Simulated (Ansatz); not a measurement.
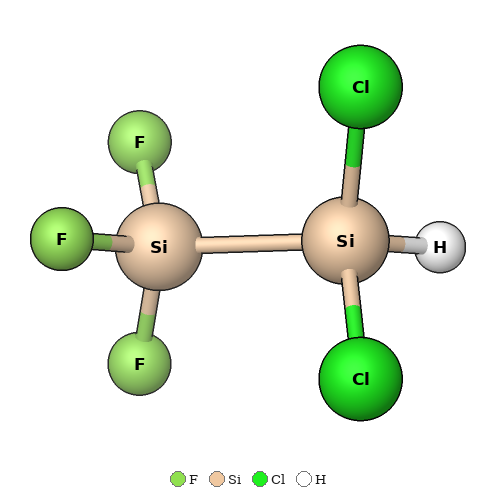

Rendered structure (ball-and-stick style).

The geometry was computed by an optimisation with PBE0-D4/def2-TZVP.

What does the picture show?

Formula Cl₂F₃HSi₂. As SMILES it reads `F[Si](F)(F)[SiH](Cl)Cl`. It has no ring. Among its groups: Si–H bond. The point group is Cs. Coordination: 2 Si tetrahedral.

More results for the same structure follow; atom numbers are the same in all pictures, views and colours differ.

## Geometry

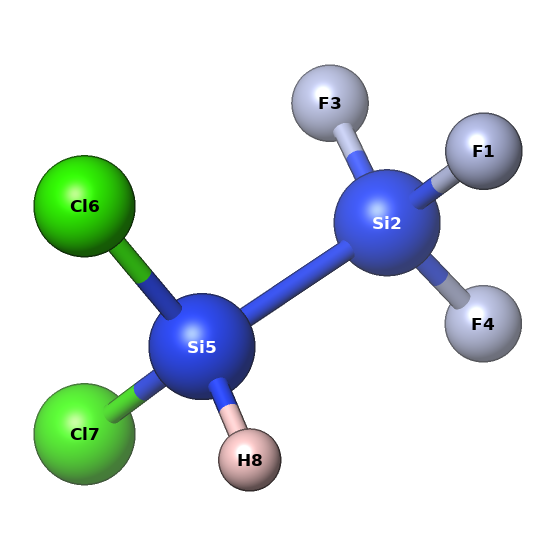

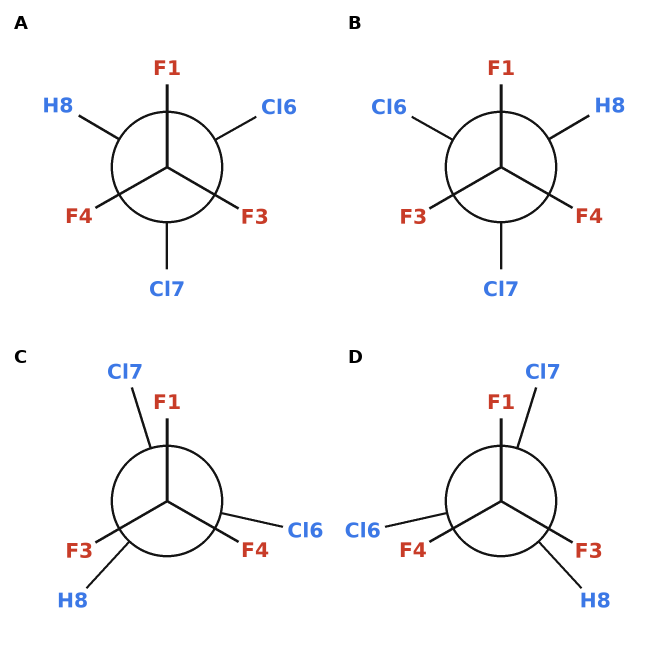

Depth is shown by fading: the farther an atom, the more it takes the colour of the background. Bonds that would overlap in a projection are set slightly apart.

Question: Which Newman projection shows the view along Si2–Si5, with Si2 in front?

Answer: A. The torsion angle F1–Si2–Si5–Cl6 is 61°, synclinal (gauche).

## Vibrations

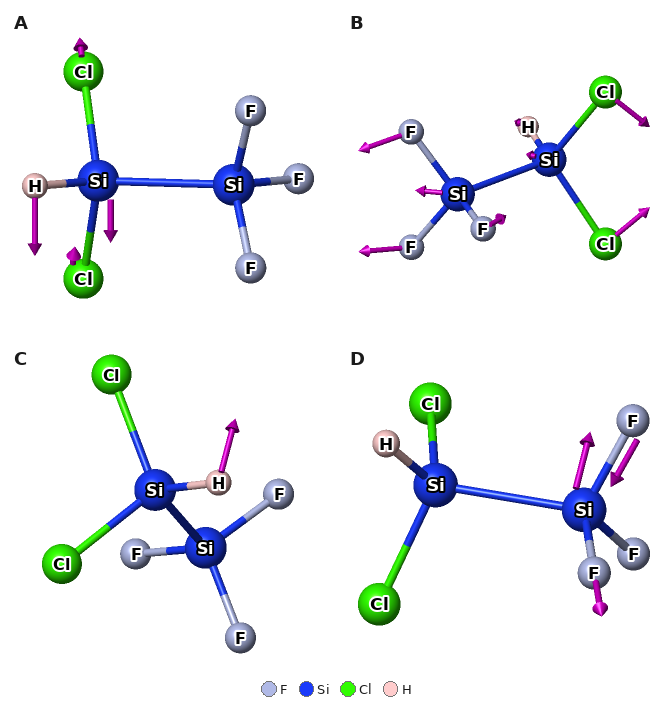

4 normal modes of one molecule or complex, as arrows. Harmonic vibrations computed with RKS PBE0-D4/def2-TZVP (Ansatz 0.2.0) at a stationary point of the same level.

Question: Match the panels to the wavenumbers 150 cm⁻¹, 596 cm⁻¹, 779 cm⁻¹, 974 cm⁻¹.

Answer: A: 596 cm⁻¹, out-of-phase stretching of 2 Cl–Si bonds
B: 150 cm⁻¹, angle bending
C: 779 cm⁻¹, Cl–Si–H bending
D: 974 cm⁻¹, out-of-phase stretching of 2 F–Si bonds

## Electronic properties

Level of theory: RKS ωB97M-V/def2-TZVPP (Ansatz 0.2.0).

Question: Estimate the vertical ionisation energy.

Answer: 11.18 eV.

Question: Give the HOMO–LUMO gap at this level.

Answer: 11.88 eV.

Question: Give the HOMO energy (Kohn–Sham orbital) at this level.

Answer: −11.07 eV.

Question: Estimate the dipole moment.

Answer: 1.36 D.

## Charges

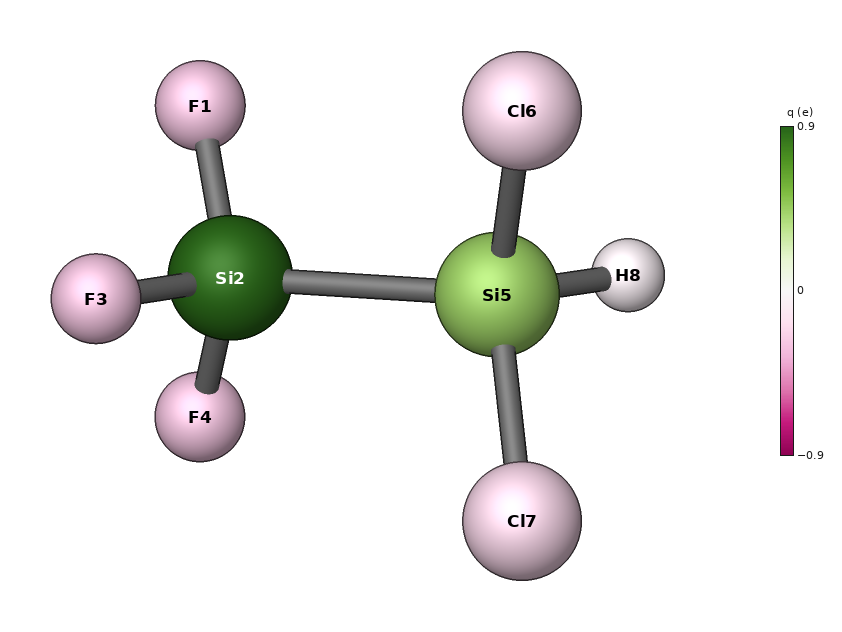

Atoms are coloured by their Mulliken charges. Level of theory: RKS r2SCAN-D4/def2-TZVPP (Ansatz 0.2.0).

Question: Which atom carries the highest charge (most positive or least negative)?

Answer: Si2 (0.88 e).

Question: And the lowest?

Answer: F1, F3, F4 (−0.28 e).

Give the Mulliken charges atom by atom.

```
atom  value (e)
  F1      −0.28
 Si2       0.88
  F3      −0.28
  F4      −0.28
 Si5       0.44
 Cl6      −0.20
 Cl7      −0.20
  H8      −0.06
```

Mulliken values depend strongly on the basis set and can even reverse the polarity of a bond.
